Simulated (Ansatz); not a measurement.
The reference is SnO2 in the rutile structure (space group P4_2/mnm, No. 136; a = 4.7224 Å, c = 3.1903 Å).

Now apply this change: a hydrostatic pressure of 22.5 GPa.

Method: LDA (Ansatz, a program for electronic structure; PAW; 420 eV plane waves; no spin-orbit coupling).

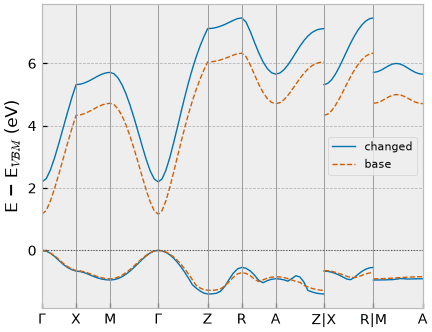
Fig. 1. Highest valence and lowest conduction band along the path, each from its own valence-band maximum

Read the changed gap and its character from the plot.

About 2.2 eV, direct at Γ.

Load acts through the strain it causes; cell and atoms are relaxed under it. Whether these cells are dynamically stable was not tested. Competing high-pressure phases were not computed.
